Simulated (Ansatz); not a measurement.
Input file:

```
basis:
  gaussian:
    orbitals: def2-TZVPD
crystal:
  periodic: [false, false, false]
  atoms:
    - {symbol: C, position_ang: [-1.098456, -1.742579, -1.969562]}
    - {symbol: C, position_ang: [1.260903, -1.138345, -0.005297]}
    - {symbol: Cl, position_ang: [-0.164135, -3.998839, 0.094231]}
    - {symbol: F, position_ang: [1.448281, -2.944976, -2.166638]}
    - {symbol: Si, position_ang: [0.389530, -2.380088, -1.068709]}
    - {symbol: H, position_ang: [-1.549884, -2.537976, -2.581047]}
    - {symbol: H, position_ang: [-1.858498, -1.381611, -1.260145]}
    - {symbol: H, position_ang: [-0.819684, -0.909762, -2.633990]}
    - {symbol: H, position_ang: [0.588250, -0.754572, 0.776682]}
    - {symbol: H, position_ang: [2.133126, -1.594806, 0.485848]}
    - {symbol: H, position_ang: [1.609599, -0.287983, -0.611975]}
hamiltonian:
  xc: {name: PBE0}
output: {forces: true, orbitals: {seedname: orbitals}}
```

Run with:

```sh
ansatz run input.yaml --threads 2 --pin off --max-ram 5220MiB --events-out events.jsonl --progress --plain --runs-dir runs
```

Geometry: PBE0-D3(BJ)/def2-SVP.

Level of theory: isolated molecule in a Gaussian basis; Kohn-Sham density functional theory, functional PBE0 (Ansatz 0.2.0).

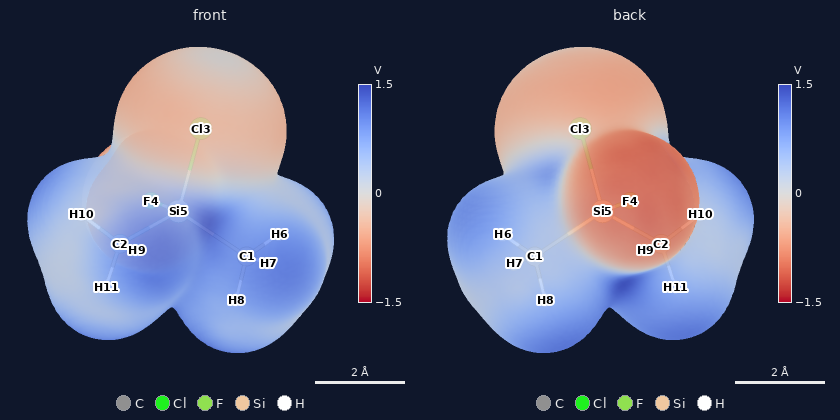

C$_{2}$H$_{6}$ClFSi (SMILES C[Si](C)(F)Cl). The molecular electrostatic potential painted on the density surface at 0.002 e/bohr³, seen from the front and from behind; the colour scale runs from red (negative) to blue (positive).

**Where is the surface potential most negative and most positive?**

The most negative region (about −1.1 V) lies over F4, the most positive (about +1.3 V) over Si5.
